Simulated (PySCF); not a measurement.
**C9H8OSi (SMILES O=Cc1cccc2c1C=C[SiH2]2): density, localisation and related maps**

```xyz
19

O    -3.4745    1.4889    0.0297
C    -2.2681    1.5297    0.0071
C    -1.3925    0.3545    0.0183
C    -1.9994   -0.9085    0.0568
C    -1.2476   -2.0619    0.0675
C     0.1417   -1.9795    0.0391
C     0.7693   -0.7524    0.0016
C     0.0062    0.4321   -0.0091
C     0.8076    1.6482   -0.0495
C     2.1378    1.4958   -0.0717
Si    2.6101   -0.3267   -0.0421
H    -1.7483    2.5053   -0.0239
H    -3.0787   -0.9452    0.0778
H    -1.7329   -3.0262    0.0975
H     0.7338   -2.8835    0.0467
H     0.3276    2.6157   -0.0598
H     2.8019    2.3437   -0.1020
H     3.2751   -0.7867   -1.2611
H     3.3211   -0.7343    1.1697
```

Geometry: GFN2-xTB.

These are results of PBE0/pcSseg-1, SCF density, gas phase, non-relativistic (PySCF 2.14.0), not measurements.

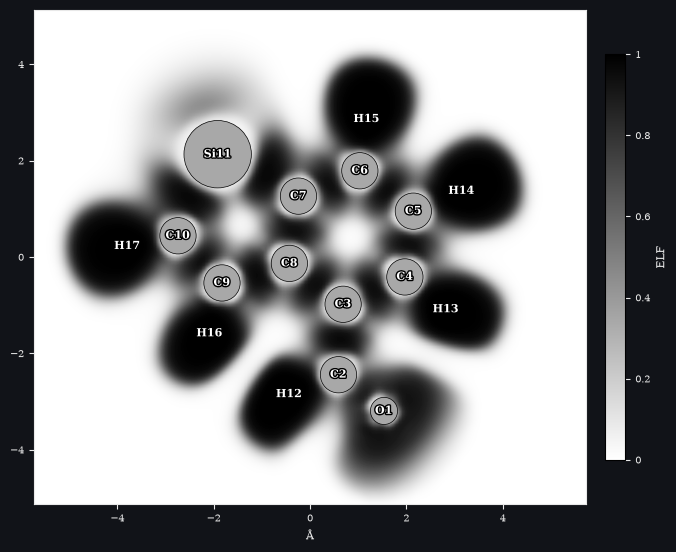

Figure 1. ELF on the plane of atoms C7, C8 and C9. Grey discs cover the atomic cores.

Q: What do the fields say about this system?

A: Atoms in the plane: O, C, Si and H. C–O (1.21 Å): the ELF peaks at about 0.85 between the atoms: a multiple bond. C–C (1.34 Å): the ELF peaks at about 0.95 between the atoms (a multiple bond). C–Si (1.88 Å): the ELF peaks at about 0.95 between the atoms (a shared electron pair). C–H (1.08 Å): the ELF climbs to about 1 towards the hydrogen, as it does in any bond to H (a covalent bond by its length). C–C (1.39 Å): the ELF peaks at about 0.95 between the atoms; a covalent bond. The ELF also peaks beside O1, away from the bonds: lone-pair regions.

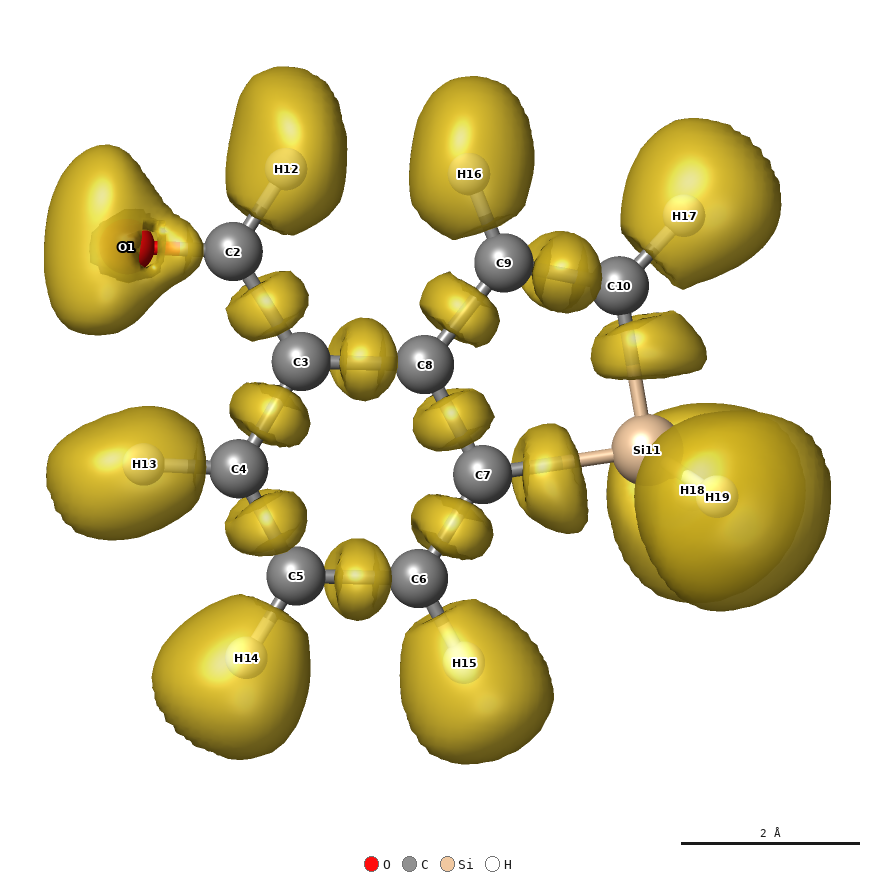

Figure 2. Isosurface of the electron localisation function at 0.75 (yellow), seen across its widest extent. Only the valence region is drawn (cores and ρ < 0.01 e/Å³ removed).

Q: Where are the electrons localised?

A: The surface consists of nine regions between bonded C–C atoms (shared pairs), two regions between bonded C–Si atoms (shared pairs), eight regions around hydrogen nuclei and one region on O in which the atom's valence shell and bonds are merged.

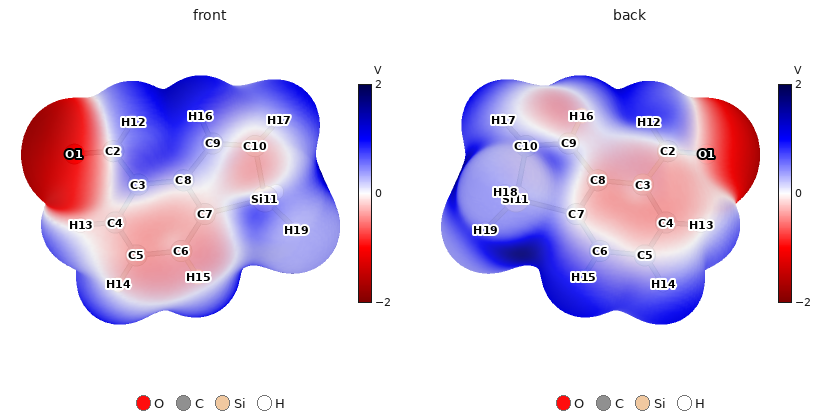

Figure 3. The electrostatic potential painted on the density surface at 0.002 e/bohr³, seen from the front and from behind; the colour scale runs from red (negative) to blue (positive).

Q: Which sites attract a positive test charge, and which a negative one?

A: A positive charge is drawn to the negative regions and a negative charge to the positive ones. The most negative region (about −1.7 V, or −39 kcal/mol for a unit charge) lies over O1, the most positive (about +1.6 V, or +37 kcal/mol for a unit charge) over Si11. O1 is the likeliest acceptor of a hydrogen bond.
